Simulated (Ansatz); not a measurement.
## Molecular dynamics, with input and output: TiHSF3 (part 2 of 2)

TiHSF3; RKS PBE-d3bj/6-31G* (Ansatz 0.2.0). The geometry comes from this level: PBE0-D4/def2-TZVP.

### Trajectory as extended XYZ, continued
```
6
Properties=species:S:1:pos:R:3:forces:R:3 step=10 time_fs=5.0 energy=-42104.41946 temperature=1226.3
F    -0.6424   -0.7912    1.6350    0.8593   0.1885  -1.4378
Ti    0.2809   -0.4792    0.0974   -0.8655   0.1208   2.1225
F     1.9621   -0.8097    0.2237    0.6358  -0.2303   0.0675
F    -0.4510   -1.3318   -1.2012   -0.4031  -0.5787  -0.6506
S     0.1064    1.7254   -0.3847    0.0035   0.2464  -0.0321
H    -1.2163    1.4020   -0.3523   -0.2301   0.2533  -0.0695
6
Properties=species:S:1:pos:R:3:forces:R:3 step=11 time_fs=5.5 energy=-42104.39673 temperature=1182.4
F    -0.6460   -0.7892    1.6405    0.9209   0.1950  -1.5345
Ti    0.2821   -0.4802    0.0976   -0.9480   0.1612   2.2559
F     1.9621   -0.8102    0.2213    0.6846  -0.2437   0.0725
F    -0.4488   -1.3260   -1.2035   -0.4285  -0.6190  -0.6940
S     0.1057    1.7233   -0.3857   -0.4061   0.1423  -0.0180
H    -1.2301    1.3764   -0.3473    0.1772   0.3643  -0.0820
6
Properties=species:S:1:pos:R:3:forces:R:3 step=12 time_fs=6.0 energy=-42104.36678 temperature=1124.8
F    -0.6494   -0.7871    1.6457    0.9775   0.1994  -1.6224
Ti    0.2834   -0.4811    0.0979   -1.0259   0.1986   2.3748
F     1.9622   -0.8108    0.2190    0.7296  -0.2560   0.0774
F    -0.4467   -1.3203   -1.2058   -0.4509  -0.6557  -0.7318
S     0.1051    1.7212   -0.3867   -0.7647   0.0412  -0.0021
H    -1.2435    1.3516   -0.3425    0.5344   0.4725  -0.0959
6
Properties=species:S:1:pos:R:3:forces:R:3 step=13 time_fs=6.5 energy=-42104.33195 temperature=1057.8
F    -0.6527   -0.7850    1.6508    1.0293   0.2020  -1.7021
Ti    0.2845   -0.4821    0.0984   -1.0981   0.2323   2.4792
F     1.9624   -0.8115    0.2166    0.7701  -0.2670   0.0822
F    -0.4446   -1.3146   -1.2083   -0.4701  -0.6882  -0.7635
S     0.1043    1.7191   -0.3877   -1.0619  -0.0516   0.0144
H    -1.2556    1.3279   -0.3380    0.8307   0.5725  -0.1101
6
Properties=species:S:1:pos:R:3:forces:R:3 step=14 time_fs=7.0 energy=-42104.29526 temperature=987.3
F    -0.6559   -0.7828    1.6556    1.0764   0.2031  -1.7740
Ti    0.2856   -0.4830    0.0990   -1.1639   0.2616   2.5689
F     1.9627   -0.8122    0.2143    0.8056  -0.2766   0.0868
F    -0.4427   -1.3091   -1.2109   -0.4860  -0.7164  -0.7889
S     0.1035    1.7170   -0.3886   -1.2951  -0.1325   0.0308
H    -1.2657    1.3057   -0.3337    1.0629   0.6609  -0.1237
6
Properties=species:S:1:pos:R:3:forces:R:3 step=15 time_fs=7.5 energy=-42104.25979 temperature=919.0
F    -0.6590   -0.7806    1.6602    1.1190   0.2029  -1.8383
Ti    0.2867   -0.4839    0.0997   -1.2223   0.2860   2.6440
F     1.9631   -0.8129    0.2120    0.8354  -0.2849   0.0914
F    -0.4407   -1.3036   -1.2135   -0.4984  -0.7400  -0.8073
S     0.1026    1.7149   -0.3896   -1.4662  -0.1996   0.0463
H    -1.2733    1.2849   -0.3297    1.2325   0.7357  -0.1362
6
Properties=species:S:1:pos:R:3:forces:R:3 step=16 time_fs=8.0 energy=-42104.22822 temperature=858.2
F    -0.6619   -0.7784    1.6646    1.1572   0.2015  -1.8956
Ti    0.2877   -0.4848    0.1006   -1.2728   0.3051   2.7047
F     1.9636   -0.8136    0.2097    0.8591  -0.2918   0.0959
F    -0.4389   -1.2983   -1.2163   -0.5074  -0.7589  -0.8186
S     0.1016    1.7128   -0.3906   -1.5789  -0.2519   0.0607
H    -1.2779    1.2660   -0.3260    1.3428   0.7960  -0.1471
6
Properties=species:S:1:pos:R:3:forces:R:3 step=17 time_fs=8.5 energy=-42104.20257 temperature=808.7
F    -0.6647   -0.7762    1.6687    1.1911   0.1992  -1.9462
Ti    0.2886   -0.4857    0.1015   -1.3149   0.3184   2.7510
F     1.9643   -0.8144    0.2074    0.8762  -0.2972   0.1003
F    -0.4371   -1.2930   -1.2192   -0.5128  -0.7727  -0.8224
S     0.1005    1.7107   -0.3915   -1.6369  -0.2887   0.0735
H    -1.2793    1.2490   -0.3227    1.3972   0.8411  -0.1562
6
Properties=species:S:1:pos:R:3:forces:R:3 step=18 time_fs=9.0 energy=-42104.18408 temperature=773.0
F    -0.6673   -0.7740    1.6726    1.2209   0.1961  -1.9903
Ti    0.2895   -0.4865    0.1027   -1.3480   0.3258   2.7831
F     1.9650   -0.8152    0.2051    0.8865  -0.3011   0.1046
F    -0.4353   -1.2878   -1.2222   -0.5148  -0.7817  -0.8186
S     0.0992    1.7085   -0.3925   -1.6429  -0.3093   0.0845
H    -1.2774    1.2339   -0.3197    1.3983   0.8702  -0.1632
6
Properties=species:S:1:pos:R:3:forces:R:3 step=19 time_fs=9.5 energy=-42104.17309 temperature=751.7
F    -0.6697   -0.7717    1.6763    1.2467   0.1923  -2.0284
Ti    0.2902   -0.4874    0.1039   -1.3721   0.3271   2.8011
F     1.9658   -0.8161    0.2028    0.8897  -0.3035   0.1089
F    -0.4337   -1.2827   -1.2252   -0.5133  -0.7857  -0.8071
S     0.0979    1.7063   -0.3935   -1.5979  -0.3126   0.0932
H    -1.2721    1.2210   -0.3172    1.3470   0.8823  -0.1678
6
Properties=species:S:1:pos:R:3:forces:R:3 step=20 time_fs=10.0 energy=-42104.16911 temperature=743.8
F    -0.6720   -0.7694    1.6797    1.2688   0.1880  -2.0606
Ti    0.2910   -0.4882    0.1053   -1.3871   0.3225   2.8053
F     1.9668   -0.8170    0.2006    0.8856  -0.3044   0.1133
F    -0.4321   -1.2778   -1.2284   -0.5085  -0.7848  -0.7878
S     0.0964    1.7041   -0.3944   -1.5013  -0.2972   0.0993
H    -1.2636    1.2102   -0.3150    1.2425   0.8759  -0.1695
6
Properties=species:S:1:pos:R:3:forces:R:3 step=21 time_fs=10.5 energy=-42104.17076 temperature=746.8
F    -0.6742   -0.7671    1.6828    1.2871   0.1832  -2.0873
Ti    0.2916   -0.4890    0.1069   -1.3931   0.3119   2.7960
F     1.9678   -0.8179    0.1983    0.8742  -0.3037   0.1177
F    -0.4305   -1.2729   -1.2317   -0.5003  -0.7792  -0.7608
S     0.0948    1.7019   -0.3953   -1.3508  -0.2609   0.1023
H    -1.2521    1.2014   -0.3133    1.0828   0.8488  -0.1679
6
Properties=species:S:1:pos:R:3:forces:R:3 step=22 time_fs=11.0 energy=-42104.17595 temperature=756.5
F    -0.6761   -0.7647    1.6856    1.3019   0.1779  -2.1084
Ti    0.2922   -0.4898    0.1086   -1.3905   0.2956   2.7733
F     1.9690   -0.8189    0.1961    0.8558  -0.3016   0.1222
F    -0.4291   -1.2681   -1.2351   -0.4889  -0.7690  -0.7262
S     0.0931    1.6997   -0.3963   -1.1435  -0.2014   0.1015
H    -1.2381    1.1947   -0.3119    0.8652   0.7986  -0.1624
6
Properties=species:S:1:pos:R:3:forces:R:3 step=23 time_fs=11.5 energy=-42104.18198 temperature=767.8
F    -0.6779   -0.7623    1.6882    1.3134   0.1721  -2.1243
Ti    0.2927   -0.4906    0.1104   -1.3799   0.2740   2.7376
F     1.9703   -0.8199    0.1939    0.8303  -0.2979   0.1268
F    -0.4276   -1.2634   -1.2386   -0.4744  -0.7547  -0.6842
S     0.0913    1.6974   -0.3972   -0.8769  -0.1166   0.0965
H    -1.2219    1.1899   -0.3110    0.5875   0.7231  -0.1525
6
Properties=species:S:1:pos:R:3:forces:R:3 step=24 time_fs=12.0 energy=-42104.18591 temperature=775.0
F    -0.6796   -0.7599    1.6905    1.3214   0.1658  -2.1349
Ti    0.2931   -0.4914    0.1124   -1.3620   0.2476   2.6893
F     1.9717   -0.8209    0.1917    0.7982  -0.2927   0.1317
F    -0.4263   -1.2589   -1.2421   -0.4570  -0.7364  -0.6351
S     0.0894    1.6952   -0.3981   -0.5508  -0.0053   0.0868
H    -1.2044    1.1869   -0.3104    0.2502   0.6211  -0.1378
6
Properties=species:S:1:pos:R:3:forces:R:3 step=25 time_fs=12.5 energy=-42104.18505 temperature=773.1
F    -0.6811   -0.7575    1.6926    1.3263   0.1588  -2.1402
Ti    0.2935   -0.4921    0.1145   -1.3378   0.2171   2.6285
F     1.9732   -0.8220    0.1895    0.7599  -0.2861   0.1368
F    -0.4250   -1.2544   -1.2458   -0.4368  -0.7147  -0.5792
S     0.0875    1.6929   -0.3990   -0.1702   0.1317   0.0724
H    -1.1863    1.1853   -0.3101   -0.1414   0.4932  -0.1182
6
Properties=species:S:1:pos:R:3:forces:R:3 step=26 time_fs=13.0 energy=-42104.17767 temperature=758.8
F    -0.6824   -0.7551    1.6944    1.3280   0.1512  -2.1403
Ti    0.2938   -0.4929    0.1167   -1.3085   0.1832   2.5556
F     1.9748   -0.8232    0.1874    0.7158  -0.2780   0.1422
F    -0.4238   -1.2500   -1.2495   -0.4140  -0.6901  -0.5170
S     0.0856    1.6906   -0.3999    0.2520   0.2897   0.0538
H    -1.1684    1.1849   -0.3101   -0.5734   0.3439  -0.0942
6
Properties=species:S:1:pos:R:3:forces:R:3 step=27 time_fs=13.5 energy=-42104.16374 temperature=732.1
F    -0.6835   -0.7527    1.6959    1.3266   0.1428  -2.1351
Ti    0.2941   -0.4936    0.1190   -1.2751   0.1468   2.4709
F     1.9765   -0.8243    0.1852    0.6666  -0.2685   0.1479
F    -0.4226   -1.2457   -1.2533   -0.3887  -0.6629  -0.4490
S     0.0837    1.6884   -0.4008    0.6920   0.4594   0.0325
H    -1.1520    1.1853   -0.3104   -1.0214   0.1824  -0.0672
6
Properties=species:S:1:pos:R:3:forces:R:3 step=28 time_fs=14.0 energy=-42104.14543 temperature=697.1
F    -0.6845   -0.7502    1.6971    1.3221   0.1334  -2.1244
Ti    0.2942   -0.4943    0.1215   -1.2389   0.1088   2.3748
F     1.9782   -0.8255    0.1831    0.6129  -0.2577   0.1541
F    -0.4214   -1.2414   -1.2571   -0.3612  -0.6340  -0.3757
S     0.0818    1.6862   -0.4017    1.1143   0.6262   0.0111
H    -1.1380    1.1862   -0.3108   -1.4492   0.0232  -0.0398
6
Properties=species:S:1:pos:R:3:forces:R:3 step=29 time_fs=14.5 energy=-42104.12698 temperature=662.1
F    -0.6853   -0.7477    1.6980    1.3145   0.1229  -2.1082
Ti    0.2943   -0.4951    0.1241   -1.2008   0.0700   2.2676
F     1.9801   -0.8267    0.1810    0.5554  -0.2455   0.1606
F    -0.4204   -1.2373   -1.2610   -0.3317  -0.6037  -0.2978
S     0.0801    1.6840   -0.4026    1.4745   0.7711  -0.0069
H    -1.1275    1.1871   -0.3113   -1.8119  -0.1148  -0.0154
6
Properties=species:S:1:pos:R:3:forces:R:3 step=30 time_fs=15.0 energy=-42104.11372 temperature=637.0
F    -0.6859   -0.7452    1.6987    1.3037   0.1112  -2.0862
Ti    0.2944   -0.4958    0.1269   -1.1615   0.0312   2.1498
F     1.9820   -0.8280    0.1789    0.4946  -0.2322   0.1676
F    -0.4193   -1.2332   -1.2649   -0.3005  -0.5727  -0.2158
S     0.0784    1.6819   -0.4035    1.7267   0.8745  -0.0178
H    -1.1213    1.1877   -0.3118   -2.0631  -0.2121   0.0024
```

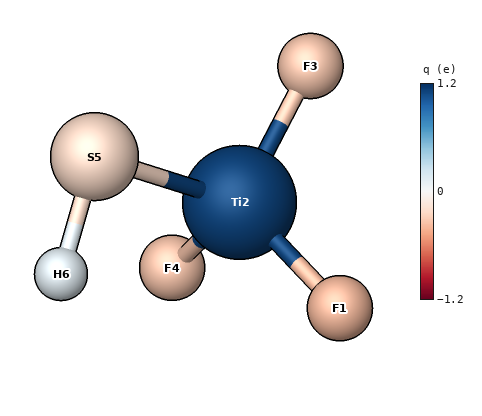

Fig. 1: Mulliken charges, as the colour of each atom (ball-and-stick view, seen at a tilt; atoms are numbered from 1 in the order of the input). By element: F −0.37 to −0.32, Ti +1.10, S −0.22 and H +0.12 e.

This output came from the following input.

### Input file
```yaml
crystal:
  periodic: [false, false, false]
  atoms:
    - {symbol: F, position_ang: [-0.602407, -0.810958, 1.573063]}
    - {symbol: Ti, position_ang: [0.266618, -0.469749, 0.099535]}
    - {symbol: F, position_ang: [1.965139, -0.805166, 0.247586]}
    - {symbol: F, position_ang: [-0.474670, -1.392847, -1.181675]}
    - {symbol: S, position_ang: [0.116597, 1.748065, -0.375175]}
    - {symbol: H, position_ang: [-1.229277, 1.666655, -0.409635]}
basis:
  gaussian: {orbitals: "6-31G*"}
hamiltonian: {xc: {name: PBE}, dispersion: d3bj}
md: {timestep: 0.5 fs, n_steps: 30, ensemble: nve, temperature: 1500, initial_velocities: maxwell_boltzmann, seed: 463}
```

Launch command:
```bash
ansatz run in.yaml --threads 4 --pin off --events-out ev --progress --plain --max-ram 10444MiB
```

### Results in brief

| quantity | value |
| --- | --- |
| outcome | finished |
| mean temperature over the second half | 760 K |
| trajectory | 30 steps, 15 fs |
| ensemble | nve |
| temperature in the input | 1500 K |
| time step | 0.5 fs |
| potential energy (last step) | −42104.1138 eV |
| mean-field energy (last step) | −42103.9877 eV |
| dispersion energy (last step) | −0.1261 eV |
| SCF solution under orbital rotations (last step) | stable |
| largest force (length of the vector) (last step) | 2.463 eV/Å |
| dipole moment (last step) | 0.53 D |
| hardware | 4 threads of Intel Xeon @ 2.50GHz, 180 GiB of memory available, shared host |
| wall time | 64 s (CPU time 3.6 min) |
| peak memory | 0.4 GiB |

So short a trajectory is not equilibrated.
